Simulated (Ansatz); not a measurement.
Take Si in the diamond structure (space group Fd-3m, No. 227; a = 5.4703 Å) as the base.

Perturbation: a fraction x = 0.625 of the Si sites is given to Ge, ordered in a cell of 8 atoms (starting symmetry I-42m) and fully relaxed.

The values are results of PBE/PAW in Ansatz (a quantum-chemistry and plane-wave program), spin-orbit coupling left out, not measurements.

The zone is the changed cell's own and can be folded.

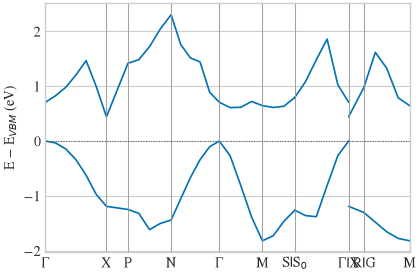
Figure: Highest valence and lowest conduction band along the path of the changed cell's own zone

The gap is 0.44 eV, indirect, Γ → X; the base has 0.61 eV.

Each cell is one ordered arrangement of few atoms, which overstates ordering effects compared with a random alloy. Stability against distortions was not tested. Labels are those of the standard path for the cell's own space group.
